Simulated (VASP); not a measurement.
# From one sheet to two: 1T-PtS2 monolayer, part 6 of 6

What are the lattice, gap and band positions of 1T-PtS2 monolayer, and what does a second sheet change?

VASP 6.6.1, plane waves and PAW; the level of theory is named at each step.

So far. Step 12 (A rigid stacking): Energy at zero smearing: -20.19576 eV. Step 13 (Relaxing the bilayer): The run ended after 19 ionic steps, 0.031 eV below its first step, once the forces on the free atoms met EDIFFG = -0.004.

## Step 14: Levels and bands of the bilayer

Level of this step: optB86b-vdW; plane waves and PAW (Pt, S) (VASP).

The same static run as for one sheet shows what the neighbour does to the levels.

Contents of INCAR:

```
SYSTEM = PtS2
PREC = Normal
ENCUT = 350
EDIFF = 1E-06
NELM = 120
ISMEAR = 0
SIGMA = 0.03
LREAL = .FALSE.
ALGO = Fast
GGA = MK
AGGAC = 0
LUSE_VDW = .TRUE.
PARAM1 = 0.1234
PARAM2 = 1
LASPH = .TRUE.
NBANDS = 28
LORBIT = 11
LWAVE = .FALSE.
LCHARG = .FALSE.
KPAR = 4
IDIPOL = 3
LDIPOL = .TRUE.
DIPOL = 0.5 0.5 0.5
LVHAR = .TRUE.
LVACPOTAV = .TRUE.
NEDOS = 1500
```

Contents of POSCAR:

```
PtS2
1.0
    3.5376312987      0.0000000000      0.0000000000
   -1.7688156493      3.0636785739      0.0000000000
    0.0000000000      0.0000000000     25.1032839472
Pt S
2 4
Direct
    0.0000000000      0.0000000000      0.3992745208
    0.0000000000      0.0000000000      0.6007254792
    0.3333333300      0.6666666700      0.3490697780
    0.6666666700      0.3333333300      0.4486300620
    0.3333333300      0.6666666700      0.5513699380
    0.6666666700      0.3333333300      0.6509302220
```

Contents of KPOINTS:

```
Automatic mesh
0
Gamma
12 12 1
0 0 0
```

Contents of KPOINTS_OPT:

```
Line mode
14
Line-mode
Reciprocal
  0.00000000   0.00000000   0.00000000 GAMMA
  0.50000000   0.00000000   0.00000000 M

  0.50000000   0.00000000   0.00000000 M
  0.33333333   0.33333333   0.00000000 K

  0.33333333   0.33333333   0.00000000 K
  0.00000000   0.00000000   0.00000000 GAMMA
```

Potentials, in the order of the species: Pt and S (PBE family, release 64).

Started as:

```
$ mpirun -np 4 vasp_std
```

What it wrote:

```text
[... set-up lines as in an earlier step ...]
 entering main loop
       N       E                     dE             d eps       ncg     rms          rms(c)
DAV:   1     0.289128302436E+03    0.28913E+03   -0.14428E+04  1064   0.929E+02
DAV:   2     0.581640055789E+01   -0.28331E+03   -0.27360E+03  1508   0.214E+02
DAV:   3    -0.220254953256E+02   -0.27842E+02   -0.27157E+02  1296   0.741E+01
DAV:   4    -0.228620062708E+02   -0.83651E+00   -0.82873E+00  1408   0.138E+01
DAV:   5    -0.228801633626E+02   -0.18157E-01   -0.18142E-01  1340   0.210E+00    0.247E+01
RMM:   6    -0.206326435069E+02    0.22475E+01   -0.14612E+01  1095   0.183E+01    0.149E+01
RMM:   7    -0.203094408387E+02    0.32320E+00   -0.20435E+00  1081   0.813E+00    0.615E+00
RMM:   8    -0.202206857694E+02    0.88755E-01   -0.21081E-01  1139   0.266E+00    0.932E-01
RMM:   9    -0.202268502413E+02   -0.61645E-02   -0.11578E-01  1171   0.148E+00    0.330E-01
RMM:  10    -0.202263616581E+02    0.48858E-03   -0.14286E-02  1215   0.704E-01    0.220E-01
RMM:  11    -0.202265660977E+02   -0.20444E-03   -0.34977E-03  1368   0.313E-01    0.131E-01
RMM:  12    -0.202266501344E+02   -0.84037E-04   -0.66251E-04  1207   0.145E-01    0.808E-02
RMM:  13    -0.202266737603E+02   -0.23626E-04   -0.18026E-04  1296   0.746E-02    0.449E-02
RMM:  14    -0.202266793535E+02   -0.55931E-05   -0.54979E-05  1445   0.335E-02    0.453E-02
RMM:  15    -0.202266803937E+02   -0.10403E-05   -0.23173E-06   837   0.738E-03    0.446E-02
RMM:  16    -0.202266990792E+02   -0.18685E-04   -0.14804E-05  1308   0.148E-02    0.279E-02
RMM:  17    -0.202267277312E+02   -0.28652E-04   -0.12726E-05  1263   0.146E-02    0.200E-02
RMM:  18    -0.202267421215E+02   -0.14390E-04   -0.19605E-06   774   0.649E-03    0.165E-02
RMM:  19    -0.202267507200E+02   -0.85985E-05   -0.38548E-06   884   0.777E-03    0.383E-03
RMM:  20    -0.202267591443E+02   -0.84243E-05   -0.15893E-06   754   0.483E-03    0.338E-03
RMM:  21    -0.202267678143E+02   -0.86700E-05   -0.20526E-06   819   0.478E-03    0.214E-03
RMM:  22    -0.202267724431E+02   -0.46288E-05   -0.79532E-07   692   0.292E-03    0.258E-03
RMM:  23    -0.202267741297E+02   -0.16865E-05   -0.60816E-07   574   0.226E-03    0.358E-03
RMM:  24    -0.202267742617E+02   -0.13201E-06   -0.13764E-07   297   0.150E-03
 [... a notice as in an earlier step ...]

   1 F= -.20226774E+02 E0= -.20226774E+02  d E =-.271051E-12
 Start KPOINTS_OPT (optional k-point list driver)
k-point batch [1-19\42]
       N       E                     dE             ncg
DAV:   1     0.830144909919E+03   -0.13076E+05     1064
DAV:   2    -0.468347938809E+04   -0.55136E+04     1448
DAV:   3    -0.521337379870E+04   -0.52989E+03     1304
DAV:   4    -0.522963902442E+04   -0.16265E+02     1388
DAV:   5    -0.523003720256E+04   -0.39818E+00     1320
DAV:   6    -0.523005145389E+04   -0.14251E-01     1540
DAV:   7    -0.523005182680E+04   -0.37292E-03     1352
DAV:   8    -0.523005184917E+04   -0.22373E-04     1412
DAV:   9    -0.523005184951E+04   -0.33365E-06      920
[...]
k-point batch [39-42\42]
       N       E                     dE             ncg
DAV:   1     0.158964500650E+05   -0.24540E+02      224
DAV:   2     0.147487193163E+05   -0.11477E+04      284
DAV:   3     0.146133537083E+05   -0.13537E+03      288
DAV:   4     0.146083837580E+05   -0.49700E+01      292
DAV:   5     0.146081357166E+05   -0.24804E+00      304
DAV:   6     0.146081312736E+05   -0.44430E-02      312
DAV:   7     0.146081312198E+05   -0.53826E-04      312
DAV:   8     0.146081312182E+05   -0.16077E-05      292
DAV:   9     0.146081312182E+05   -0.26712E-07      196
```

Wall time 67 s (4 MPI ranks of Intel Xeon Platinum 8488C (Sapphire Rapids), shared host); peak memory 1.8 GiB; 4.4 min of CPU time.

OUTCAR, selected parts (step 14):

```text
   NELECT =      44.0000    total number of electrons

 E-fermi :  -0.7010

 k-point     1 :       0.0000    0.0000    0.0000
  band No.  band energies     occupation
    ...
     18      -1.8742      2.00000
     19      -1.8742      2.00000
     20      -1.7306      2.00000
     21      -1.7306      2.00000
     22      -1.1942      2.00000
     23       1.4760      0.00000
     24       1.4760      0.00000
     25       1.7803      0.00000
     26       1.7803      0.00000
     27       3.6698      0.00000
    ...

Total vdW correction in eV:      6.5356355

  Total        0.8108437      0.8108437     -0.1785724      0.0000000      0.0000000     -0.0000000
  in kB        4.7748689      4.7748689     -1.0515710      0.0000000      0.0000000     -0.0000000
  external PRESSURE =       2.8327222 kB  Pullay stress =       0.0000000 kB

 POSITION                                       TOTAL-FORCE (eV/Angst)
 -----------------------------------------------------------------------------------
      0.00000      0.00000     10.02310         0.000000     -0.000000     -0.000133
      0.00000      0.00000     15.08018         0.000000      0.000000      0.000133
     -0.00000      2.04245      8.76280         0.000000      0.000000     -0.000938
      1.76882      1.02123     11.26209         0.000000      0.000000      0.000619
     -0.00000      2.04245     13.84120         0.000000      0.000000     -0.000619
      1.76882      1.02123     16.34049        -0.000000     -0.000000      0.000938
 -----------------------------------------------------------------------------------
    total drift:                               -0.000000      0.000000     -0.000000

  FREE ENERGIE OF THE ION-ELECTRON SYSTEM (eV)
  ---------------------------------------------------
  free  energy   TOTEN  =       -20.2267742617 eV

  energy  without entropy=      -20.2267742617  energy(sigma->0) =      -20.22677426

Total vdW correction in eV:      6.5355998

 vacuum level on the upper side and lower side of the slab         4.969         4.969

[... 9 parts as in an earlier step ...]

[... 9 further parts left out ...]
```

This step gave:

```yaml
electronic_cycles: 24
fermi_energy: -0.701 eV
least_gap_on_mesh_and_path: 0.9068 eV
least_direct_gap_on_mesh_and_path: 1.340 eV
dipole_moment: 0, 0, 0 e·Å
vacuum_levels: 4.969, 4.969 eV
ionisation_potentials_of_the_upper_and_lower_face: 5.804, 5.804 eV
electron_affinities_of_the_upper_and_lower_face: 4.897, 4.897 eV
```

Electronic bands along the path, in eV, zero at the valence-band top; v1 is the highest filled band, c1 the lowest empty one:

```
point     v4     v3     v2     v1    c1    c2    c3    c4
    Γ  -1.04  -0.90  -0.90  -0.36  2.31  2.31  2.62  2.62
    M  -2.54  -2.39  -2.34  -1.64  1.88  2.00  2.29  2.47
    K  -1.61  -1.61  -1.30  -1.30  1.13  1.13  1.86  1.86
    Γ  -1.04  -0.90  -0.90  -0.36  2.31  2.31  2.62  2.62
```

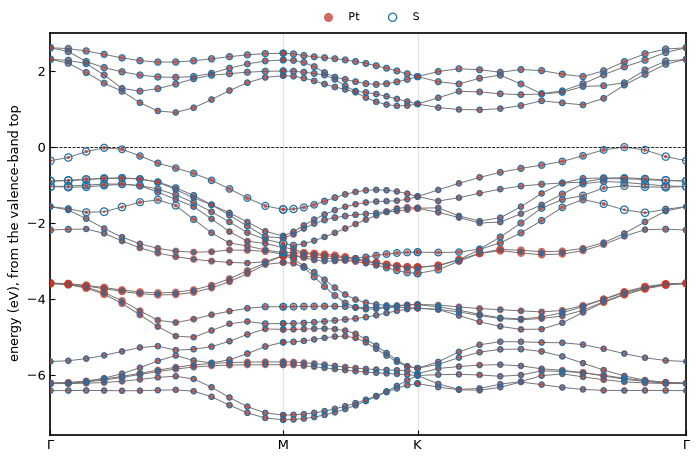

Electronic bands along the path; dots are coloured as in the legend, and their area grows with the weight.

The planar average of the electrostatic potential oscillates, so the rows of the table below give means over windows of 2.5 Å about each position, cut where the curve ends. Its maxima inside the range that stand out by 2 % of the span (Å: eV): 9.4: -9.73, 10.7: -10.2, 12.6: 4.06, 14.4: -10.2, 15.7: -9.73. Its minima: 8.8: -11.5, 10.0: -13.1, 11.2: -11.7, 13.9: -11.7, 15.1: -13.1, 16.3: -11.5.

Zero at the Fermi level. Planar average of the electrostatic potential against height; means over each step:

```
height (Å)  planar average of the electrostatic potential (eV)
       0.0                                                5.67
       2.5                                                5.67
       5.0                                                5.67
       7.5                                                1.73
      10.0                                               -11.2
      12.5                                               -1.87
      15.0                                               -11.2
      17.5                                                1.02
      20.0                                                5.67
      22.5                                                5.67
```

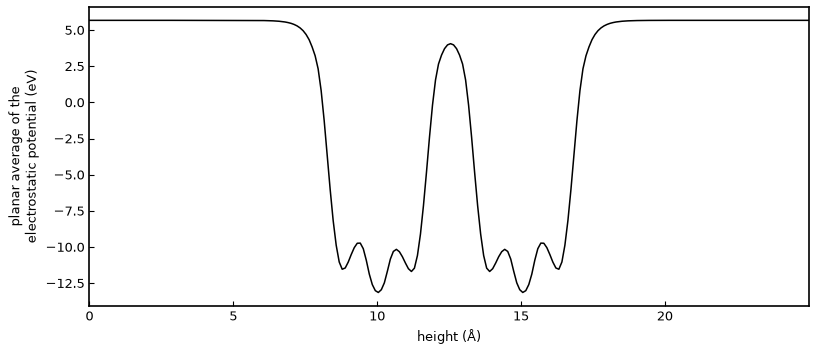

Planar average of the electrostatic potential, plotted against height.

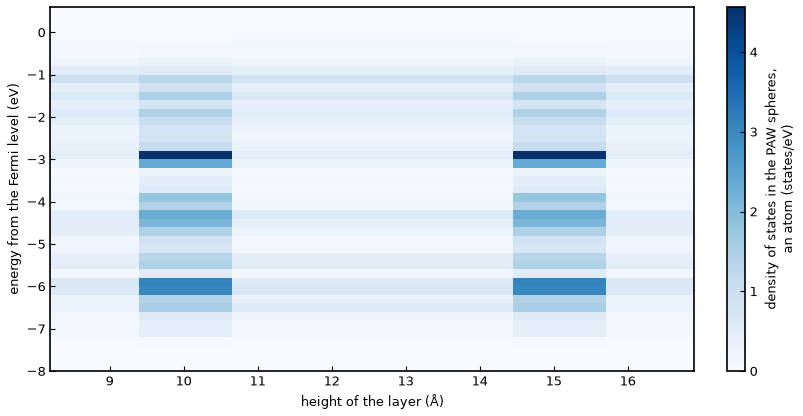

Density of states in the PAW spheres, an atom over height of the layer and energy from the Fermi level.

The map of layer states is cut here 0.5 eV above the Fermi level, so it leaves out the states above that.

The vacuum level lies 5.80 eV above the highest filled level at the upper face; both faces agree, as the slab has next to no dipole.

The program found no field-free point at its default tolerance, but its printed level agrees with the flat part of the planar average.

## Step 15: Derived quantities

This step: monolayer and bilayer, optB86b-vdW; plane waves and PAW + nonlocal (VASP 6.6.1).

This step runs nothing: it gathers the runs above.

This step gave:

| Property | Result |
| --- | --- |
| polarisability per area of the slab or monolayer | 0.3590 Å |
| gap with spin orbit | 1.735 eV |
| binding energy | -25.20 meV/Å² |
| interlayer gap | 2.579 Å |
| bilayer gap | 0.9068 eV |
| bilayer level below vacuum | 5.804 eV |
| lattice a | 3.538 Å |
| lattice b | 3.538 Å |
| thickness | 2.502 Å |
| monolayer gap | 1.788 eV |
| ionisation potential at the upper face | 6.507 eV |

VASP counts both for electrons: a positive EFIELD is a field along -c, and a positive dipole, in electrons times A, points along -c. Field, by row:

```
EFIELD (eV/Å)  dipole along z of the monolayer (e Å)  energy change of the monolayer (eV)
         -0.1                               -0.02699                            -0.001355
            0                                      0                                    0
          0.1                                0.02706                            -0.001357
```

Rigid sheets, 3.1 Å apart. Stackings, by row:

```
                              stacking  energy above the lowest (meV/Å²)
     same orientation, shift 0.00 0.00                                 0
turned by 180 degrees, shift 0.33 0.67                           0.01895
     same orientation, shift 0.67 0.33                             1.167
     same orientation, shift 0.33 0.67                             15.41
turned by 180 degrees, shift 0.00 0.00                             16.91
```

The polarisability is the slope of the dipole against the field, as a volume for each unit of area.

## Step 16: Outcome

```
lattice a                                        : 3.54 Å
monolayer gap                                    : 1.79 eV
gap with spin orbit                              : 1.73 eV
binding energy                                   : -25.2 meV/Å²
interlayer gap                                   : 2.58 Å
bilayer gap                                      : 0.907 eV
polarisability per area of the slab or monolayer : 0.359 Å
```

What this shows: The monolayer relaxes to a = 3.538 Å and has a gap of 1.79 eV (1.73 eV with spin-orbit coupling). The ionisation potential is 6.51 eV at both faces. Of 5 rigid stackings the lowest has the upper sheet in the same orientation and shifted by (0.00, 0.00) in cell vectors, and the highest lies 16.9 meV/Å² above it. Relaxed, the sheets lie 2.58 Å apart and bind by 25.2 meV/Å². The next stacking lies close, and only the lowest was relaxed, so the order could change. The second sheet narrows the gap, to 0.91 eV. All runs are without spin polarisation. The bilayer keeps the monolayer's lattice, and only high-symmetry stackings were tried. Semilocal gaps are too small. Levels against the vacuum, binding and the bilayer's gap are without spin-orbit coupling.

[Lines on the potential files, build, host, timing and source positions are cut from VASP's logs without a mark.]

[Logs are printed without paths, hosts, clocks, repeated set-up lines and the standing remarks that a program may print on its own settings, such as how far it seeks lower states.]

[Hosts, paths, dates, database ids (printed as entryN), source tags and the programs' standing remarks are cut or masked in the printed files.]

[Runs that stopped without an error message from VASP are left out.]
